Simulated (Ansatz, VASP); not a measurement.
# Cross-check of Ir (Iridium) between VASP and Ansatz

One calculation is typed for both programs; each brings its own data sets and cutoff. How far apart do they land?

Main program and level: Ansatz 0.2.0; plane waves, with VASP 6.6.1 beside it; relaxation of cell and atoms at PBEsol, spin-orbit coupling.

### 1. Starting point

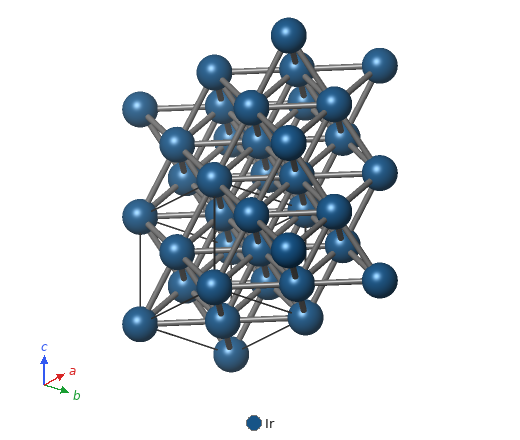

The cell as given, from a free direction (iridium blue). 2×1×2 cells are drawn. This picture shows the conventional cell, with its axes. Some periodic images of atoms are drawn too.

### 2. Ansatz: relaxation of cell and atoms, PBEsol, spin-orbit coupling

Ansatz runs on its fully relativistic PAW (standard-fr) files.

The relaxed volume is the usual yardstick between codes: its relative difference is about their pressure difference at one cell divided by the bulk modulus.

File input.yaml:

```yaml
crystal:
  lattice:
    - [0.0, 1.9197, 1.9197]
    - [1.9197, 0.0, 1.9197]
    - [1.9197, 1.9197, 0.0]
  atoms:
    - { symbol: Ir, position: [0.0, 0.0, 0.0] }
hamiltonian:
  xc: pbesol
  pseudopotentials: { kind: paw_fr }
magnetization:
  noncollinear: true
  spin_orbit: true
kpoints:
  mp_grid: { grid: [10, 10, 10] }
scf:
  occupations: { method: methfessel_paxton, width: 0.1 }
relax:
  f_tol: 0.01
  max_steps: 60
  cell: { stress_tol: 0.05 }
output:
  forces: true
  stress: true
```

On the command line:

```bash
> ansatz run input.yaml --threads 4 --pin off --max-ram 9216MiB --backend cpu --events-out ev --progress --plain --runs-dir out
```

Numbers of over 12 decimals in the logs are rounded to 6 here.

The program printed:

```text
Engine: ansatz 0.2.0, aarch64-unknown-linux-gnu
Pseudopotentials: kind: paw_fr
Pseudopotential: Ir, paw_fr, valence charge 17, recommended cutoff 420 eV (normal), Ir.paw.azcp#standard-fr
Functional definition: PBEsol
  exchange = pbesol_x
  correlation = pbesol_c
non-collinear run that drives no moment, with spin-orbit: no starting moment large enough to seed its density (crystal.atoms[].spin), no starting occupations that ask for one, no magnetisation constraint and no magnetic field, so the semilocal B_xc is pinned to zero
Crystal: 1 atoms, lattice volume = 14.149 Å³
Basis set: ecut = 420 eV, 283 PW (Γ), exchange–correlation on 40×40×40 points (8 copies of the dense FFT grid, shifted against one another)
Bands: 26, of which v1, the nominal top of the filled ones, is band 17 counted from 1 (16 counted from 0)
Symmetry: 48 space group operations + 48 with time reversal
Magnetic group: BNS 225.117 (UNI 1619), of the structure as read, at distance tolerance 2.4e-5 Å
k-points: 47 of 1000
Projection manifold: j_resolved (fully-relativistic pseudo-atomic orbitals)
Non-local potential: Ir, projectors of the file, l = 0: 3, l = 1: 4, l = 2: 4, l = 3: 2
PAW form: soft (Blöchl's): semilocal exchange-correlation on the pseudo side does not see the compensation charge
PAW frozen core: Ir, regenerated for the run's functional, and the local potential with it (the file was generated under x = pbe(κ = 0.804, μ = 0.219515), c = pbe(β = 0.066725))
PAW one-centre angular grid: Ir, 590 points (default); XC on 64 Gauss nodes
Initial density: superposition of atomic densities (chi_scale 0.1, normalization cell)
Initial wavefunctions: pseudopotential atomic-orbital guess
Functional: x = pbesol(κ = 0.804, μ = 0.123457), c = pbesol(β = 0.046)
SCF iter   1: F=—  HF=-11830.375907 eV  |F-HF|=—  |Δ(HF+E_count)|=         —  Δρ=5.33e-2  dr2=2.80e-1  dr2_m=0.00e0 (ungated)  ethr=3.10e-3  |M|=0.00e0 ∫|m|=0.00e0 μB  |m|>n=0.0e0 m-floor=0.0e0 τ_xc=0.0e0  β_m=0.30  ⟨swp⟩=6.0  Hψ=2912  notcnv=0  defer=18
preconditioner: auto → none  [insulator: Δε(μ)=0.077 eV  Ē_g=14.169 eV  σ=0.100 eV  W_gap=0.56  n_scr=0 (ndim 8)  ℏωp=29.6 eV  f_vac=0.000  D(μ)=1.58/eV (n_scr^D=14)  ε∞_Penn≈5.4]
SCF iter   2: F=—  HF=-11830.291041 eV  |F-HF|=—  |Δ(HF+E_count)|=   8.49e-2  S|Δr|=    0.00e0  Δρ=2.84e-2  dr2=5.24e-2  dr2_m=0.00e0 (ungated)  ethr=1.64e-3  |M|=0.00e0 ∫|m|=0.00e0 μB  |m|>n=0.0e0 m-floor=0.0e0 τ_xc=0.0e0  β_m=0.41  ⟨swp⟩=2.2  Hψ=971  notcnv=0  defer=154
SCF iter   3: F=—  HF=-11830.272788 eV  |F-HF|=—  |Δ(HF+E_count)|=   1.83e-2  S|Δr|=    0.00e0  Δρ=9.66e-3  dr2=2.78e-3  dr2_m=0.00e0 (ungated)  ethr=3.08e-4  |M|=0.00e0 ∫|m|=0.00e0 μB  |m|>n=0.0e0 m-floor=0.0e0 τ_xc=0.0e0  β_m=0.64  ⟨swp⟩=2.0  Hψ=843  notcnv=0  defer=156
SCF iter   4: F=—  HF=-11830.271616 eV  |F-HF|=—  |Δ(HF+E_count)|=   1.17e-3  S|Δr|=    0.00e0  Δρ=3.88e-4  dr2=1.59e-5  dr2_m=0.00e0 (ungated)  ethr=1.63e-5  |M|=0.00e0 ∫|m|=0.00e0 μB  |m|>n=0.0e0 m-floor=0.0e0 τ_xc=0.0e0  β_m=0.78  ⟨swp⟩=1.0  Hψ=536  notcnv=0  defer=156
SCF iter   5: F=—  HF=-11830.271610 eV  |F-HF|=—  |Δ(HF+E_count)|=   6.21e-6  S|Δr|=    0.00e0  Δρ=5.97e-5  dr2=1.38e-7  dr2_m=0.00e0 (ungated)  ethr=9.36e-8  |M|=0.00e0 ∫|m|=0.00e0 μB  |m|>n=0.0e0 m-floor=0.0e0 τ_xc=0.0e0  β_m=0.85  ⟨swp⟩=2.1  Hψ=859  notcnv=0  defer=156
SCF iter   6: F=-11830.271610 eV  HF=-11830.271610 eV  |F-HF|=9.28e-11  |Δ(HF+E_count)|=   1.84e-8  S|Δr|=    0.00e0  Δρ=3.60e-6  dr2=4.96e-10  dr2_m=0.00e0 (ungated)  ethr=5.88e-10  |M|=0.00e0 ∫|m|=0.00e0 μB  |m|>n=0.0e0 m-floor=0.0e0 τ_xc=0.0e0  ⟨swp⟩=3.7  Hψ=1647  notcnv=0
SCF 1 converged in 6 iterations: F = -11830.271610 eV  dr2 = 4.96e-10
  greatest PAW one-centre occupation: 1.000 electrons in one spin orbital (limit 2), on the Ir atom at site 0 (counted from 0), in its partial waves of l = 0
relax step   1: F+E_penalty+E_count = -11830.27161009 eV  Δ(F+E_penalty+E_count) = +0.000e0 eV  max|allowed force component| = 0.000e0 eV/Å  Δτ_max = 0.0000 Å  P = -2.183 GPa  Ω = 14.149 Å³  (6 SCF iters, dr2 threshold 1.00e-7 eV, accepted)
[...]
relax step   2: F+E_penalty+E_count = -11830.27043162 eV  Δ(F+E_penalty+E_count) = +1.178e-3 eV  max|allowed force component| = 0.000e0 eV/Å  Δτ_max = 0.0000 Å  P = +4.079 GPa  Ω = 13.921 Å³  energy of the carried Pulay correction = +9.861e-5 eV  (4 SCF iters, dr2 threshold 1.00e-7 eV, rejected (line search))
[...]
relax step   3: F+E_penalty+E_count = -11830.27220696 eV  Δ(F+E_penalty+E_count) = -5.969e-4 eV  max|allowed force component| = 0.000e0 eV/Å  Δτ_max = 0.0000 Å  P = -0.047 GPa  Ω = 14.069 Å³  energy of the carried Pulay correction = +3.455e-5 eV  (6 SCF iters, accepted)
[...]
relax step   4: F+E_penalty+E_count = -11830.27216206 eV  Δ(F+E_penalty+E_count) = +4.489e-5 eV  max|allowed force component| = 0.000e0 eV/Å  Δτ_max = 0.0000 Å  P = -0.040 GPa  Ω = 14.069 Å³  stress off target by 4.03e-2 GPa  SCF on the basis re-selected at this cell (its energy is not comparable with the rows above)  (4 SCF iters)
basis re-selected at this cell: Δ(F+E_penalty+E_count) = +4.489e-5 eV, ΔP = +0.007 GPa vs the last step (what re-selecting the basis moved, of the pressure what is left beyond the Pulay correction that the steps carried, after the strain that the cell walked since its last selection, with what the two solves' SCF thresholds leave and, on support functions, any second-order correction that the steps lacked; it is no measure of the basis error at this ecutwfc). This SCF's stress stands 4.03e-2 GPa from its target on what of the cell is left free (relax.cell.stress_tol is 5.00e-2 GPa) and its largest allowed force component is 0.00e0 eV/Å (relax.f_tol is 1.00e-2 eV/Å): [rest of the remark cut]
SCF converged after 4 iterations
Stability not checked: this state was not tested for a lower state beside it, because cold or Methfessel-Paxton smearing, or corrected tetrahedra, fill the levels in a way that the test cannot read (fill_not_monotonic; see scf.lower_state_search)
Magnetization: |M| = 0.0000 μB,  M = (+0.0000, +0.0000, +0.0000) μB
Absolute magnetization: 0.0000 μB (∫|m|)
  site 0: m = (+0.0000, +0.0000, +0.0000) μB, |m| = 0.0000 μB  (R = 1.12 Å)
Free energy (F): -11830.272162 eV
Harris-Foulkes:  -11830.272162 eV  (|F-HF|=3.64e-12)
Internal energy: -11830.271365 eV  (E = F + TS)
E sigma→0 (E₀):  -11830.271963 eV
Entropy (-TS):   -0.000797 eV (-0.797 meV/atom)
Fermi energy:    26.004999 eV
Step filling:    the computed levels leave a gap of 0.0006 eV = 0.0 smearing widths at the electron count; against every level under it full and every level over it empty, smearing changes F+E_penalty+E_count by -1.129 meV and its σ→0 estimate by -0.929 meV
--- Per-component energies (eV) ---
  E_band       = -87.171656
  E_kinetic    = 622.779049
  E_local      = -1056.832762  (includes V_loc(G=0)·N_el)
  E_nonlocal   = 67.610918
  E_hartree    = 405.323513
  E_xc         = -266.483519
  E_vxc        = -299.785285  (∫ρ·V_xc dr)
  E_paw        = -9113.467180  (= ΣΔE_a)
  E_vpaw       = -231.590672  (= ΣTr[D̂ρ^β])
  E_aug_tail   = 0.000058  (compensation charges beyond the density's cutoff)
  E_ewald      = -2489.471911
  E_core_change = 0.270468  (= ΣΔE_core)
  E_smearing   = -0.000797  (= −TS)
  E_closure    = 0.000000  (closes the sum)
  Σ components = -11830.272162   (vs F -11830.272162, Δ=0.00e0)
--- Forces (eV/Å), atoms counted from 1 ---
  atom   1  Ir     0.00000000    -0.00000000    -0.00000000
  max |Σ_I F_I| component: 8.22e-33 eV/Å
--- Stress (GPa, compression-positive) ---
       -0.040333      -0.000000      -0.000000
       -0.000000      -0.040333      -0.000000
       -0.000000       0.000000      -0.040333
  P = ⅓ Tr σ = -0.0403 GPa (-0.403 kbar)
--- Relaxed structure (3 steps of the walk, 2 accepted, 1 SCFs on fresh bases) ---
  F+E_penalty+E_count = -11830.27216206 eV   max|allowed force component| = 0.000e0 eV/Å   (the final SCF, on the basis selected at the relaxed cell)
  cell:  # Å, volume = 14.0688 Å³
    - [0, 1.916058, 1.916058]
    - [1.916058, 0, 1.916058]
    - [1.916058, 1.916058, 0]
  atoms:
    - { symbol: Ir, position: [0.0, 0.0, 0.0] }
```

The job ended after 2.8 s (4 threads of Arm Neoverse V1, shared host; peak memory 0.35 GiB; 8.3 s of CPU time).

### 3. VASP: relaxation of cell and atoms, PBEsol, spin-orbit coupling

The same cell, functional, mesh and smearing now go to VASP, with its own data sets and cutoff.

Lines of VASP's logs that name or quote its potential files are left out, and so is its time.

File INCAR:

```
SYSTEM = Ir
PREC = Accurate
ENCUT = 450
EDIFF = 1E-06
NELM = 100
ISMEAR = 1
SIGMA = 0.1
LREAL = .FALSE.
ALGO = Normal
GGA = PS
LNONCOLLINEAR = .TRUE.
MAGMOM = 0 0 0
NBANDS = 20
GGA_COMPAT = .FALSE.
LASPH = .TRUE.
LSORBIT = .TRUE.
LMAXMIX = 4
LORBIT = 11
LWAVE = .FALSE.
LCHARG = .FALSE.
KPAR = 2
IBRION = 2
NSW = 50
ISIF = 3
EDIFFG = -0.01
```

File POSCAR:

```
Ir
1.0
    0.0000000000      1.9197000000      1.9197000000
    1.9197000000      0.0000000000      1.9197000000
    1.9197000000      1.9197000000      0.0000000000
Ir
1
Direct
    0.0000000000      0.0000000000      0.0000000000
```

File KPOINTS:

```
Automatic mesh
0
Gamma
10 10 10
0 0 0
```

Potentials, in the order of the species: Ir (PBE family, release 64).

On the command line:

```bash
> mpirun -np 2 vasp_ncl
```

The program printed:

```text
[banner, memory and clock lines left out]
running    2 mpi-ranks, on    1 nodes
 distrk:  each k-point on    1 cores,    2 groups
 distr:  one band on    1 cores,    1 groups

 POSCAR found type information on POSCAR Ir
 POSCAR found :  1 types and       1 ions
|                                                                             |
|               ----> ADVICE to this user running VASP <----                  |
|                                                                             |
|     You enforced a specific xc type in the INCAR file but a different       |
|     [... a line on the potential file left out ...]
|     I HOPE YOU KNOW WHAT YOU ARE DOING!                                     |
|                                                                             |

 LDA part: xc-table for (Slater+PW92), standard interpolation
 POSCAR, INCAR and KPOINTS ok, starting setup
 FFT: planning ... GRIDC
 FFT: planning ... GRID_SOFT
 FFT: planning ... GRID
 WAVECAR not read
 entering main loop
       N       E                     dE             d eps       ncg     rms          rms(c)
DAV:   1     0.659222775835E+02    0.65922E+02   -0.36750E+03  1952   0.794E+02
DAV:   2    -0.894487756441E+01   -0.74867E+02   -0.66111E+02  1960   0.245E+02
DAV:   3    -0.107858285457E+02   -0.18410E+01   -0.18078E+01  2268   0.450E+01
DAV:   4    -0.108088095078E+02   -0.22981E-01   -0.22968E-01  2152   0.437E+00
DAV:   5    -0.108094635525E+02   -0.65404E-03   -0.65402E-03  2256   0.762E-01    0.177E+01
DAV:   6    -0.102997850454E+02    0.50968E+00   -0.44966E-01  2276   0.114E+01    0.813E+00
DAV:   7    -0.102034109729E+02    0.96374E-01   -0.13460E-01  2480   0.565E+00    0.368E+00
DAV:   8    -0.101992514731E+02    0.41595E-02   -0.33709E-03  2064   0.589E-01    0.136E+00
DAV:   9    -0.101960255601E+02    0.32259E-02   -0.41836E-03  2072   0.985E-01    0.451E-01
DAV:  10    -0.101957819705E+02    0.24359E-03   -0.15475E-04  2112   0.190E-01    0.243E-02
DAV:  11    -0.101957828804E+02   -0.90986E-06   -0.11871E-06  2320   0.965E-03
   1 F= -.10195783E+02 E0= -.10195538E+02  d E =-.101958E+02  mag=    -0.0000    -0.0000     0.0000
 curvature:   0.00 expect dE= 0.000E+00 dE for cont linesearch  0.000E+00
 trial: gam= 0.00000 g(F)=  0.176E-64 g(S)=  0.839E-03 ort = 0.000E+00 (trialstep = 0.100E+01)
 search vector abs. value=  0.839E-03
 bond charge predicted
       N       E                     dE             d eps       ncg     rms          rms(c)
DAV:   1    -0.102004339301E+02   -0.46520E-02   -0.15023E-01  2032   0.637E+00    0.812E-01
DAV:   2    -0.101952336258E+02    0.52003E-02   -0.59865E-03  2100   0.138E+00    0.464E-01
DAV:   3    -0.101946221001E+02    0.61153E-03   -0.84813E-04  2432   0.462E-01    0.300E-01
DAV:   4    -0.101946016098E+02    0.20490E-04   -0.43610E-05  2820   0.879E-02    0.624E-02
DAV:   5    -0.101946053197E+02   -0.37099E-05   -0.20137E-05  2100   0.479E-02    0.372E-03
DAV:   6    -0.101946055345E+02   -0.21479E-06   -0.78001E-07  2124   0.105E-02
   2 F= -.10194606E+02 E0= -.10194341E+02  d E =0.117735E-02  mag=     0.0000    -0.0000     0.0000
 trial-energy change:    0.001177  1 .order    0.001207   -0.000839    0.003253
 step:   0.2123(harm=  0.2051)  dis= 0.00000  next Energy=   -10.195872 (dE=-0.894E-04)
 bond charge predicted
       N       E                     dE             d eps       ncg     rms          rms(c)
DAV:   1    -0.101995310826E+02   -0.49258E-02   -0.92960E-02  2032   0.501E+00    0.617E-01
DAV:   2    -0.101962683278E+02    0.32628E-02   -0.39163E-03  2096   0.111E+00    0.382E-01
DAV:   3    -0.101958958193E+02    0.37251E-03   -0.50337E-04  2424   0.352E-01    0.243E-01
DAV:   4    -0.101958791645E+02    0.16655E-04   -0.27624E-05  2788   0.717E-02    0.552E-02
DAV:   5    -0.101958790657E+02    0.98807E-07   -0.11228E-05  2104   0.358E-02    0.453E-03
DAV:   6    -0.101958793075E+02   -0.24178E-06   -0.37310E-07  1804   0.665E-03
   3 F= -.10195879E+02 E0= -.10195630E+02  d E =-.964271E-04  mag=    -0.0000     0.0000    -0.0000
 curvature:  -0.10 expect dE=-0.527E-09 dE for cont linesearch -0.527E-09
 trial: gam= 0.00000 g(F)=  0.125E-63 g(S)=  0.514E-08 ort =-0.208E-05 (trialstep = 0.842E+00)
 search vector abs. value=  0.524E-08
 reached required accuracy - stopping structural energy minimisation
```

OUTCAR, selected parts (step 3):

```text
ion  position               nearest neighbor table
   1  0.000  0.000  0.000-

  LATTYP: Found a face centered cubic cell.
 ALAT       =     3.8394000000

 Subroutine GETGRP returns: Found 48 space group operations
 (whereof 48 operations were pure point group operations)

The static configuration has the point symmetry O_h .

 Found     47 irreducible k-points:

   k-points           NKPTS =     47   k-points in BZ     NKDIM =     47   number of bands    NBANDS=     20

   dimension x,y,z NGX =    20 NGY =   20 NGZ =   20
   dimension x,y,z NGXF=    40 NGYF=   40 NGZF=   40

   ENCUT  =  450.0 eV  33.07 Ry    5.75 a.u.   4.70  4.70  4.70*2*pi/ulx,y,z

   NELECT =       9.0000    total number of electrons

 k-points in reciprocal lattice and weights: Automatic mesh
   0.00000000  0.00000000  0.00000000       0.001
   0.10000000  0.00000000  0.00000000       0.008
   0.20000000  0.00000000  0.00000000       0.008
   0.30000000  0.00000000  0.00000000       0.008
   0.40000000  0.00000000  0.00000000       0.008
   0.50000000  0.00000000  0.00000000       0.004
   0.10000000  0.10000000  0.00000000       0.006
   0.20000000  0.10000000  0.00000000       0.024
   0.30000000  0.10000000  0.00000000       0.024
[...]
-0.30000000  0.40000000  0.20000000       0.024
  -0.30000000  0.50000000  0.20000000       0.012

 average (electrostatic) potential at core
       1 -48.5218

 E-fermi :  10.4154

 k-point     1 :       0.0000    0.0000    0.0000
  band No.  band energies     occupation
    ...
      8       6.8396      1.00000
      9       9.2335      1.00000
     10       9.2335      1.00000
     11       9.2335      1.00000
     12       9.2335      1.00000
     13      24.5929      0.00000
     14      24.5929      0.00000
     15      29.7481      0.00000
     16      29.7481      0.00000
     17      30.3544      0.00000
    ...

 k-point     2 :       0.1000    0.0000    0.0000
  band No.  band energies     occupation
    ...
      8       6.9424      1.00000
      9       9.0624      1.00000
     10       9.0624      1.00000
     11       9.1915      1.00000
     12       9.1915      1.00000
     13      25.3357      0.00000
     14      25.3357      0.00000
     15      28.2242      0.00000
     16      28.2242      0.00000
     17      30.6983      0.00000
    ...

 k-point     3 :       0.2000    0.0000    0.0000
  band No.  band energies     occupation
    ...
      8       7.2784      1.00000
      9       8.8871      1.00000
     10       8.8871      1.00000
     11       9.3486      1.00000
     12       9.3486      1.00000
     13      25.3839      0.00000
     14      25.3839      0.00000
     15      26.8879      0.00000
     16      26.8879      0.00000
     17      32.5393      0.00000
    ...

  Total        0.0001884      0.0001884      0.0001884     -0.0000000      0.0000000      0.0000000
  in kB        0.0213807      0.0213807      0.0213807     -0.0000000      0.0000000      0.0000000
  external PRESSURE =       0.0213807 kB  Pullay stress =       0.0000000 kB

  energy-cutoff  :      450.00
  volume of cell :       14.12
      direct lattice vectors                 reciprocal lattice vectors
     0.000000000  1.918202612  1.918202612    -0.260660681  0.260660681  0.260660681
     1.918202612  0.000000000  1.918202612     0.260660681 -0.260660681  0.260660681
     1.918202612  1.918202612  0.000000000     0.260660681  0.260660681 -0.260660681

 POSITION                                       TOTAL-FORCE (eV/Angst)
 -----------------------------------------------------------------------------------
      0.00000      0.00000      0.00000        -0.000000     -0.000000     -0.000000
 -----------------------------------------------------------------------------------
    total drift:                                0.000000     -0.000000      0.000000

  FREE ENERGIE OF THE ION-ELECTRON SYSTEM (eV)
  ---------------------------------------------------
  free  energy   TOTEN  =       -10.1958793075 eV

  energy  without entropy=      -10.1951325718  energy(sigma->0) =      -10.19563040

 reached required accuracy - stopping structural energy minimisation

 Spin-Orbit-Coupling matrix elements
 Ion:    1  E_soc:     -0.7494281

 total charge
# of ion       s       p       d       tot
------------------------------------------
    1        0.672   0.755   6.970   8.397

 magnetization (x)
# of ion       s       p       d       tot
------------------------------------------
    1        0.000  -0.000   0.000  -0.000

 magnetization (y)
# of ion       s       p       d       tot
------------------------------------------
    1        0.000   0.000   0.000   0.000

 magnetization (z)
# of ion       s       p       d       tot
------------------------------------------
    1        0.000   0.000   0.000   0.000

[... 3 further parts left out ...]
```

### 4. Side by side

Known differences besides the PAW data sets themselves: spin-orbit coupling enters by fully relativistic files in Ansatz and inside the spheres in VASP; both relaxations stop at a tolerance, which leaves soft axes loose, and VASP keeps its plane-wave basis; the data sets hold 17 valence electrons in Ansatz (fully relativistic PAW (standard-fr) files) and 9 in VASP; the cutoff is 420 eV in Ansatz and 450 eV in VASP; Ansatz makes its cores anew for this functional, VASP keeps those of its PBE data sets; Ansatz adds a Pulay correction to the stress that steers its cell, VASP none. Total energies have different zeros and are not compared.

The two programs side by side:

```
                                         quantity  Ansatz   VASP  difference
                                      volume (Å³)   14.07  14.12     -0.34 %
edge a after relaxation, in the typed setting (Å)   2.710  2.713     -0.11 %
```

The walks stopped with -0.04 GPa left in Ansatz and 0.00 GPa in VASP; each walk ends within a tolerance, so the volume difference is uncertain by about these residues over the bulk modulus, most in soft cells.

### 5. Outcome

| Property | Result |
| --- | --- |
| difference in volume (relaxation of cell and atoms, PBEsol, spin-orbit coupling) | -0.34 % |

**Reading.** The difference in volume is -0.34 % (relaxation of cell and atoms, PBEsol, spin-orbit coupling), within the 1.2 % picked in this series as the mark of a large difference, as far as the stopping tolerances let one tell. How closely two codes agree says nothing of how well the functional describes the real material.

[Lines on the potential files, build, host, timing and source positions are cut from VASP's logs without a mark.]

[Logs are printed without paths, hosts, clocks, repeated set-up lines and the standing remarks that a program may print on its own settings, such as how far it seeks lower states.]

[Hosts, paths, dates, database ids (printed as entryN), source tags and the programs' standing remarks are cut or masked in the printed files.]
